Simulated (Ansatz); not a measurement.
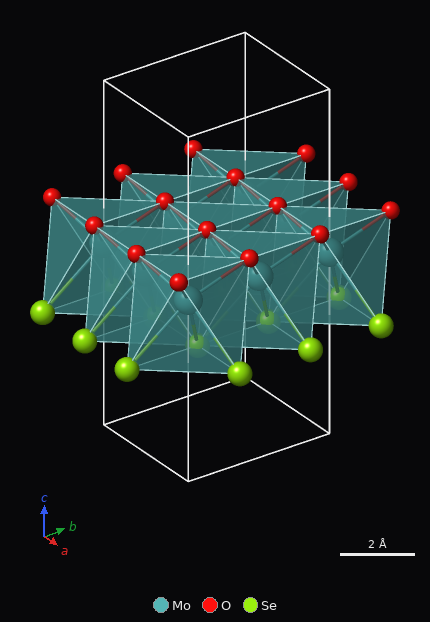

Fig. 1: The structure (polyhedral view of the 2 × 2 repeat of the cell, with the vacuum cut short, seen slightly off an axis; polyhedra are completed across the faces of the cell).

# MoSeO: single-point calculation

- system: MoSeO (slab, 3 atoms in the cell)
- method: DFT, PBE, plane waves, PAW, no spin polarisation (Ansatz 0.2.0)

The geometry comes from this level: r2SCAN. Figures and captions count atoms from 1; the log counts them from 0 in places.

The input:
```yaml
crystal:
  lattice:
    - [3.1195222532, 0.0, 0.0]
    - [-1.5597611266, 2.701585519, 0.0]
    - [0.0, 0.0, 29.714225764]
  atoms:
    - { symbol: Mo, position: [0.0, 0.0, 0.3116551274] }
    - { symbol: O, position: [0.3333333333, 0.6666666667, 0.3452928917] }
    - { symbol: Se, position: [0.6666666667, 0.3333333333, 0.2517076604] }
  periodic: [true, true, false]
kpoints:
  mp_grid: { grid: [12, 12, 1] }
  band_path:
    path: [[0.0, 0.0, 0.0], [0.5, 0.0, 0.0], [0.3333333333, 0.3333333333, 0.0]]
    npoints: 1
hamiltonian:
  xc: pbe
scf:
  occupations: { method: fermi_dirac, width: 0.02 }
  n_extra_bands: 4
output:
  forces: true
  stress: true
  eigenvalues: true
```

Run on 2 threads of Arm Neoverse V1, 24 GiB of memory available, shared host.

Run as:
```bash
ansatz run input.yaml --threads 2 --pin off --max-ram 2764MiB --backend cpu --events-out ev --progress --plain --runs-dir out
```

What the program printed:
```
scf.n_extra_bands = 4 over 18 filled bands (N_el = 36.0): the run solves 22 bands
Engine: ansatz 0.2.0, aarch64-unknown-linux-gnu
Pseudopotentials: kind: paw
Pseudopotential: Mo, paw, valence charge 14, recommended cutoff 420 eV (normal), Mo.paw.azcp
Pseudopotential: O, paw, valence charge 6, recommended cutoff 420 eV (normal), O.paw.azcp
Pseudopotential: Se, paw, valence charge 16, recommended cutoff 420 eV (normal), Se.paw.azcp
Functional definition: PBE
  parameter kappa = 0.804
  parameter beta = 0.06672455060314922
  exchange = pbe_x(kappa = kappa, mu = beta*pi^2/3)
  correlation = pbe_c(beta = beta)
Crystal: 3 atoms, lattice volume = 250.421 Å³
Basis set: ecut = 420 eV, 4851 PW (Γ), exchange–correlation on 48×48×400 points (8 copies of the dense FFT grid, shifted against one another)
Bands: 22, of which v1, the nominal top of the filled ones, is band 18 counted from 1 (17 counted from 0)
Symmetry: 6 space group operations
Space group: P3m1 (ITA 156), of the structure as read, at distance tolerance 6.3e-5 Å
k-points: 19 of 144 (time reversal used)
Non-local potential: Mo, projectors of the file, l = 0: 3, l = 1: 2, l = 2: 2, l = 3: 1
Non-local potential: O, projectors of the file, l = 0: 2, l = 1: 2, l = 2: 1
Non-local potential: Se, projectors of the file, l = 0: 2, l = 1: 2, l = 2: 3, l = 3: 1
PAW form: soft (Blöchl's): semilocal exchange-correlation on the pseudo side does not see the compensation charge
PAW one-centre angular grid: Mo, 590 points (default); XC on 64 Gauss nodes
PAW one-centre angular grid: O, 110 points (default); XC on 64 Gauss nodes
PAW one-centre angular grid: Se, 590 points (default); XC on 64 Gauss nodes
Initial density: superposition of atomic densities (neutral atoms: chi_scale 0, normalization atom), corrected by the library's trained network
Initial wavefunctions: pseudopotential atomic-orbital guess
Functional: x = pbe(κ = 0.804, μ = 0.2195149727645171), c = pbe(β = 0.06672455060314922)
SCF iter   1: F=—  HF=-10992.807393 eV  |F-HF|=—  |Δ(HF+E_count)|=         —  Δρ=3.66e-3  dr2=2.95e-2  ethr=1.77e-3  ⟨swp⟩=14.8  Hψ=3365  notcnv=0
preconditioner: auto → LDOS  [insulator: Δε(μ)=0.122 eV  Ē_g=9.000 eV  σ=0.020 eV  W_gap=0.58  n_scr=18 (ndim 8)  ℏωp=10.0 eV  f_vac=0.791  D(μ)=0.44/eV (n_scr^D=4)  ε∞_Penn≈2.2  β→1.0]
SCF iter   2: F=—  HF=-10992.813847 eV  |F-HF|=—  |Δ(HF+E_count)|=   6.45e-3  Δρ=2.66e-3  dr2=7.03e-2  ethr=8.19e-5  ⟨swp⟩=4.8  Hψ=1411  notcnv=0
SCF iter   3: F=—  HF=-10992.806550 eV  |F-HF|=—  |Δ(HF+E_count)|=   7.30e-3  Δρ=7.55e-4  dr2=8.98e-3  ethr=8.19e-5  ⟨swp⟩=3.6  Hψ=780  notcnv=0
SCF iter   4: F=—  HF=-10992.805936 eV  |F-HF|=—  |Δ(HF+E_count)|=   6.15e-4  Δρ=2.62e-4  dr2=2.98e-4  ethr=2.50e-5  ⟨swp⟩=2.4  Hψ=607  notcnv=0
SCF iter   5: F=—  HF=-10992.805929 eV  |F-HF|=—  |Δ(HF+E_count)|=   7.04e-6  Δρ=7.96e-5  dr2=1.16e-5  ethr=8.27e-7  ⟨swp⟩=3.5  Hψ=872  notcnv=0
SCF iter   6: F=—  HF=-10992.805772 eV  |F-HF|=—  |Δ(HF+E_count)|=   1.56e-4  Δρ=2.59e-5  dr2=1.39e-6  ethr=3.23e-8  ⟨swp⟩=3.3  Hψ=912  notcnv=0
SCF iter   7: F=-10992.805773 eV  HF=-10992.805773 eV  |F-HF|=6.28e-8  |Δ(HF+E_count)|=   1.05e-7  Δρ=4.50e-6  dr2=9.02e-8  ethr=2.78e-10  ⟨swp⟩=9.6  Hψ=3113  notcnv=0
SCF 1 converged in 7 iterations: F = -10992.805773 eV  dr2 = 9.02e-8
  greatest PAW one-centre occupation: 1.000 electrons in one spin orbital (limit 2), on the Se atom at site 2 (counted from 0), in its partial waves of l = 2
NSCF: frozen V_eff on 3 k-points
SCF converged after 7 iterations
Free energy (F): -10992.805773 eV
Harris-Foulkes:  -10992.805773 eV  (|F-HF|=6.28e-8)
Internal energy: -10992.805260 eV  (E = F + TS)
E sigma→0 (E₀):  -10992.805516 eV
Entropy (-TS):   -0.000512 eV (-0.171 meV/atom)
Fermi energy:    -4.889484 eV
--- Per-component energies (eV) ---
  E_band       = -1126.120872
  E_kinetic    = 733.847767
  E_local      = -87778.838022  (includes V_loc(G=0)·N_el)
  E_nonlocal   = -404.710326
  E_hartree    = 43352.264523
  E_xc         = -361.089439
  E_vxc        = -420.821484  (∫ρ·V_xc dr)
  E_paw        = -5270.169108  (= ΣΔE_a)
  E_vpaw       = 39.895295  (= ΣTr[D̂ρ^β])
  E_aug_tail   = 0.001885  (compensation charges beyond the density's cutoff)
  E_ewald      = 38735.887459
  E_smearing   = -0.000512  (= −TS)
  E_closure    = 0.000000  (closes the sum)
  Σ components = -10992.805773   (vs F -10992.805773, Δ=0.00e0)
--- Forces (eV/Å), atoms counted from 1 ---
  atom   1  Mo    -0.00000000    -0.00000000     0.05112792
  atom   2  O      0.00000000    -0.00000000     0.30873422
  atom   3  Se    -0.00000000    -0.00000000    -0.35973129
  max |Σ_I F_I| component: 1.31e-4 eV/Å
--- 2D stress c σ (N/m, compression-positive) ---
        0.896164       0.000000       0.000000
        0.000000       0.896164       0.000000
        0.000000       0.000000       0.000000
  P = ½ c Tr σ = 0.8962 N/m
--- Band table (eV; the first three rows and the last of 19) ---
  k-point 0: bands = ["-66.9785", "-53.3467", "-53.3467", "-53.2862", "-53.2862", "-53.2652", "-41.0754", "-40.8817", "-40.8817", "-24.3360", "-20.1179", "-11.6013", "-10.8797", "-10.8797", "-8.9475", "-5.6363", "-5.6363", "-4.9896", "-4.9896", "-4.8520", "-1.4323", "-1.0730"]
  k-point 1: bands = ["-66.9751", "-53.3467", "-53.3462", "-53.2864", "-53.2863", "-53.2649", "-41.0690", "-40.9160", "-40.8890", "-24.3035", "-20.0360", "-11.5316", "-10.9592", "-10.8206", "-8.7764", "-6.3113", "-6.0026", "-5.2540", "-4.6271", "-4.3914", "-1.5617", "-1.2464"]
  k-point 2: bands = ["-66.9658", "-53.3467", "-53.3447", "-53.2870", "-53.2865", "-53.2642", "-41.0557", "-41.0041", "-40.9089", "-24.2225", "-19.7900", "-11.4642", "-10.9193", "-10.6729", "-8.5115", "-7.5743", "-6.4619", "-5.4722", "-4.1929", "-4.1203", "-2.1800", "-1.2798"]
  k-point 18: bands = ["-66.9212", "-53.3423", "-53.3419", "-53.2887", "-53.2882", "-53.2606", "-41.2616", "-41.1919", "-40.9553", "-23.9511", "-17.9273", "-11.1406", "-11.0251", "-10.5580", "-9.3331", "-9.3221", "-8.9313", "-4.8847", "-4.4267", "-4.4106", "-2.2762", "-0.4151"]
```

File bands.tsv:
```
# k_distance	band_0	band_1	band_2	band_3	band_4	band_5	band_6	band_7	band_8	band_9	band_10	band_11	band_12	band_13	band_14	band_15	band_16	band_17	band_18	band_19	band_20	band_21
# fermi_ev = -4.889484
# lock_threshold_ev = 1e-6
# [0, 0, 0] at k_distance = 0.000000
# [0.5, 0, 0] at k_distance = 1.162870
# [0.3333333333, 0.3333333333, 0] at k_distance = 1.834253
# levels_relative_to = fermi_ev
# free_energy_ev = -10992.805773
# largest_residual_norms_ev = 1.005e-3 4.743e-4 8.922e-4 4.610e-4 4.823e-4 4.077e-4 6.115e-4 7.510e-4 6.860e-4 2.396e-3 1.862e-3 1.689e-3 1.613e-3 1.937e-3 1.564e-3 1.261e-3 1.776e-3 1.739e-3 1.866e-3 2.702e-3 3.168e-3 3.337e-3
0.000000	-62.089023	-48.457260	-48.457260	-48.396730	-48.396730	-48.375719	-36.185946	-35.992229	-35.992229	-19.446508	-15.228400	-6.711818	-5.990200	-5.990200	-4.058014	-0.746819	-0.746819	-0.100108	-0.100108	0.037486	3.457161	3.816472
1.162870	-62.038133	-48.457371	-48.448983	-48.399778	-48.397707	-48.371506	-36.494033	-36.099986	-36.078250	-19.118806	-13.309503	-7.407868	-5.837185	-5.491210	-4.930994	-3.698332	-1.871728	-1.082318	1.019486	1.157667	3.528582	3.571027
1.834253	-62.031749	-48.452800	-48.452376	-48.399246	-48.398752	-48.371138	-36.372096	-36.302439	-36.065790	-19.061631	-13.037806	-6.251082	-6.135596	-5.668488	-4.443646	-4.432604	-4.041863	0.004813	0.462819	0.478843	2.613308	4.474344
```

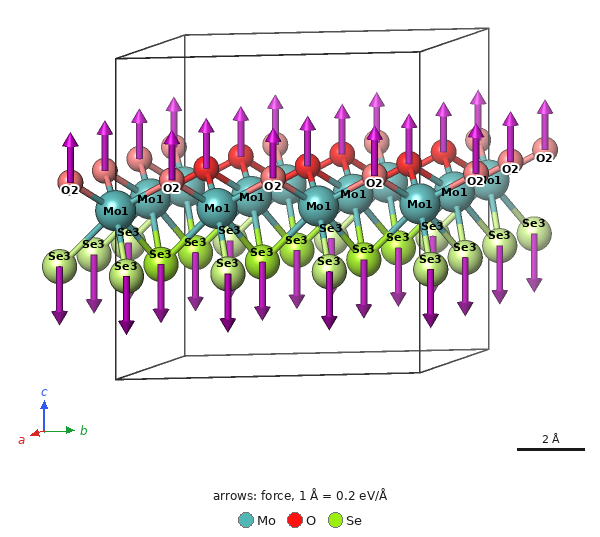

Fig. 2: Forces on the atoms as pink arrows (ball-and-stick view of the 2 × 3 repeat of the cell, with the vacuum cut short, seen slightly off an axis; neighbours outside the cell are drawn fainter; atoms are numbered from 1 in the order of the input). The largest act on Se3 (0.36 eV/Å); O2 (0.31 eV/Å). The geometry is not a stationary point of this energy.

Summary:

- outcome: converged
- electrons treated: 36
- free energy: −10992.8058 eV
- Fermi energy: −4.889 eV
- band gap: none (metallic)
- largest force (length of the vector): 0.360 eV/Å
- wall time: 7.8 s (CPU time 15 s)
- peak memory: 0.48 GiB
